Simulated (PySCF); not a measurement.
## Two runs on C$_{6}$H$_{9}$BS

System: C$_{6}$H$_{9}$BS, SMILES CB(C)c1ccsc1.
Method of the first run: GIAO PBE0/pcSseg-1 NMR shielding, non-relativistic, gas phase (PySCF 2.14.0).

The geometry comes from this level: PBE0-D3(BJ)/def2-SVP. Text and figures count atoms from 1; the logs count them from 0 in places.

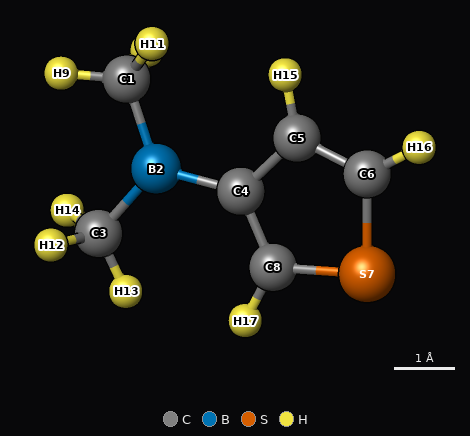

**Figure 1.** The structure as given in the input (ball-and-stick view, seen at a tilt; atoms are numbered from 1 in the order of the input). Bond lengths as drawn: B–C 1.56 to 1.58 Å, C–C 1.37 to 1.44 Å, C–H 1.09 to 1.11 Å and C–S 1.71 to 1.72 Å.

**Input, the first run**
```
{"job": {"kind": "nmr", "xc": "PBE0", "basis": "pcSseg-1"}, "charge": 0, "multiplicity": 1}
C     -1.451972     1.539962    -0.113829
B     -0.872663     0.078136    -0.006311
C     -1.884162    -1.126786     0.074663
C      0.668648    -0.152583     0.000686
C      1.682299     0.866948    -0.015983
C      2.957647     0.378428    -0.013320
S      2.965547    -1.344221     0.008348
C      1.259037    -1.404724     0.013686
H     -2.465851     1.639119     0.303412
H     -1.540494     1.765314    -1.194633
H     -0.809424     2.324650     0.312955
H     -2.316370    -1.123589     1.093270
H     -1.464708    -2.127909    -0.099732
H     -2.740941    -0.978725    -0.603412
H      1.462408     1.935663    -0.027895
H      3.896550     0.930863    -0.022435
H      0.757465    -2.372171     0.024727
```

The first line tells a small driver script what to run in PySCF; the rest is the geometry in Å.

Hardware: 1 CPU thread, shared host.

**Output (the first run)**
```
coarse grid: 14808 points
cycle   1  E = -656.4755299897  dE =  1.053e+00  |g| = 5.170e-01  |ddm| = 3.847e+00
cycle   2  E = -656.4130265292  dE =  6.250e-02  |g| = 6.914e-01  |ddm| = 1.238e+00
cycle   3  E = -656.5444866884  dE = -1.315e-01  |g| = 1.416e-01  |ddm| = 8.839e-01
cycle   4  E = -656.5500369144  dE = -5.550e-03  |g| = 2.972e-02  |ddm| = 1.767e-01
cycle   5  E = -656.5502387938  dE = -2.019e-04  |g| = 9.350e-03  |ddm| = 3.094e-02
cycle   6  E = -656.5502604737  dE = -2.168e-05  |g| = 2.994e-03  |ddm| = 1.251e-02
cycle   7  E = -656.5502623889  dE = -1.915e-06  |g| = 8.999e-04  |ddm| = 2.929e-03
final grid: 138552 points
cycle   8  E = -656.5976040375  dE = -3.292e-05  |g| = 1.039e-02  |ddm| = 3.947e-02
cycle   9  E = -656.5975730328  dE =  3.100e-05  |g| = 1.467e-02  |ddm| = 2.456e-02
cycle  10  E = -656.5976307113  dE = -5.768e-05  |g| = 2.281e-03  |ddm| = 1.737e-02
cycle  11  E = -656.5976321687  dE = -1.457e-06  |g| = 3.086e-04  |ddm| = 2.488e-03
cycle  12  E = -656.5976321892  dE = -2.049e-08  |g| = 1.354e-04  |ddm| = 4.399e-04
cycle  13  E = -656.5976321936  dE = -4.393e-09  |g| = 3.273e-05  |ddm| = 1.448e-04
cycle  14  E = -656.5976321938  dE = -2.246e-10  |g| = 1.660e-05  |ddm| = 4.146e-05
converged SCF energy = -656.5976321938

GIAO shielding tensors (ppm)
atom      isotropic    diamagn.    paramagn.     s11        s22        s33       span
  0 C      171.888     254.014     -82.126    155.410    174.858    185.395     29.985
  1 B       30.595     187.952    -157.356    -33.734      7.287    118.233    151.967
  2 C      172.473     253.692     -81.218    154.308    177.080    186.032     31.724
  3 C       34.151     252.692    -218.541    -50.568      1.009    152.011    202.579
  4 C       46.327     252.272    -205.945    -43.701     35.608    147.075    190.776
  5 C       51.492     262.266    -210.774    -38.171     55.330    137.317    175.488
  6 S      248.333    1056.599    -808.267    106.004    253.246    385.747    279.744
  7 C       35.276     257.663    -222.387    -61.761     28.643    138.945    200.707
  8 H       30.120      30.150      -0.030     25.690     29.776     34.895      9.205
  9 H       30.477      30.215       0.262     26.681     29.017     35.735      9.054
 10 H       29.784      32.078      -2.294     24.355     29.870     35.128     10.773
 11 H       30.449      29.873       0.577     26.519     28.949     35.880      9.360
 12 H       29.870      32.217      -2.347     24.324     30.045     35.241     10.917
 13 H       30.153      29.937       0.215     25.840     29.524     35.094      9.254
 14 H       23.529      32.313      -8.783     19.490     22.849     28.248      8.758
 15 H       24.059      30.123      -6.064     20.857     24.753     26.568      5.711
 16 H       23.151      32.025      -8.874     19.456     22.218     27.781      8.326
```

The input of the second run differs as follows (lines with − go, lines with + come):
```diff
-"xc": "PBE0"
+"xc": "wB97X-D"
+"pop": false
```

How does the second run compare with the first run?

The total energies belong to different methods, so their difference says nothing on which is more stable or more accurate. The HOMO goes from −7.04 to −8.83 eV. The LUMO goes from −1.25 to 0.50 eV. Of all shieldings, the largest change is that of C8, by −2.7 ppm. The functional changes from PBE0 to wB97X-D. The SCF takes 13 iterations against 14.

**Output (the second run)**
```
coarse grid: 14808 points
cycle   1  E = -656.8701383440  dE =  1.361e+00  |g| = 3.815e-01  |ddm| = 3.768e+00
cycle   2  E = -656.8914530651  dE = -2.131e-02  |g| = 3.087e-01  |ddm| = 6.528e-01
cycle   3  E = -656.9149634537  dE = -2.351e-02  |g| = 6.247e-02  |ddm| = 3.190e-01
cycle   4  E = -656.9159345021  dE = -9.710e-04  |g| = 2.992e-02  |ddm| = 9.791e-02
cycle   5  E = -656.9161699179  dE = -2.354e-04  |g| = 3.620e-03  |ddm| = 3.443e-02
cycle   6  E = -656.9161747257  dE = -4.808e-06  |g| = 1.236e-03  |ddm| = 7.453e-03
final grid: 138552 points
cycle   7  E = -656.9642769715  dE = -2.077e-04  |g| = 4.202e-03  |ddm| = 5.072e-02
cycle   8  E = -656.9642805154  dE = -3.544e-06  |g| = 2.335e-03  |ddm| = 8.351e-03
cycle   9  E = -656.9642815606  dE = -1.045e-06  |g| = 7.586e-04  |ddm| = 2.871e-03
cycle  10  E = -656.9642817360  dE = -1.753e-07  |g| = 2.120e-04  |ddm| = 1.143e-03
cycle  11  E = -656.9642817503  dE = -1.436e-08  |g| = 8.372e-05  |ddm| = 3.512e-04
cycle  12  E = -656.9642817527  dE = -2.352e-09  |g| = 2.210e-05  |ddm| = 1.274e-04
cycle  13  E = -656.9642817530  dE = -3.731e-10  |g| = 1.175e-05  |ddm| = 5.699e-05
converged SCF energy = -656.9642817530

GIAO shielding tensors (ppm)
atom      isotropic    diamagn.    paramagn.     s11        s22        s33       span
  0 C      172.925     254.260     -81.335    157.592    175.508    185.675     28.083
  1 B       33.262     188.078    -154.816    -28.841     10.243    118.384    147.225
  2 C      173.379     253.931     -80.552    156.404    177.386    186.349     29.945
  3 C       34.808     252.898    -218.091    -50.371      1.871    152.923    203.294
  4 C       45.297     252.957    -207.660    -46.892     35.333    147.451    194.344
  5 C       49.511     262.717    -213.206    -43.204     53.459    138.278    181.482
  6 S      247.352    1056.896    -809.544     98.065    263.782    380.208    282.143
  7 C       32.550     258.307    -225.758    -67.989     26.329    139.309    207.299
  8 H       30.281      30.298      -0.017     25.794     29.891     35.160      9.366
  9 H       30.617      30.392       0.226     26.817     29.127     35.908      9.091
 10 H       29.938      32.297      -2.359     24.483     29.992     35.338     10.855
 11 H       30.585      30.044       0.541     26.642     29.068     36.044      9.402
 12 H       30.031      32.462      -2.432     24.449     30.169     35.474     11.024
 13 H       30.306      30.102       0.204     25.953     29.647     35.319      9.366
 14 H       23.689      32.373      -8.684     19.673     22.980     28.414      8.740
 15 H       24.143      29.974      -5.831     21.011     24.826     26.591      5.581
 16 H       23.252      32.144      -8.892     19.625     22.270     27.862      8.237
```

**The two runs side by side**

| quantity | the first run | the second run |
| --- | --- | --- |
| outcome | converged | converged |
| total energy (hartree) | −656.597632 | −656.964282 |
| HOMO (eV) | −7.04 | −8.83 |
| LUMO (eV) | −1.25 | 0.50 |
| dipole moment (D) | 0.22 | 0.21 |
| shielding of C1 (ppm) | 171.9 | 172.9 |
| shielding of B2 (ppm) | 30.6 | 33.3 |
| shielding of C3 (ppm) | 172.5 | 173.4 |
| shielding of C5 (ppm) | 46.3 | 45.3 |
| shielding of C6 (ppm) | 51.5 | 49.5 |
| shielding of S7 (ppm) | 248.3 | 247.4 |
| shielding of C8 (ppm) | 35.3 | 32.5 |
| SCF iterations | 14 | 13 |
| basis functions | 188 | 188 |
| wall time (shared host) | 24 s | 30 s |
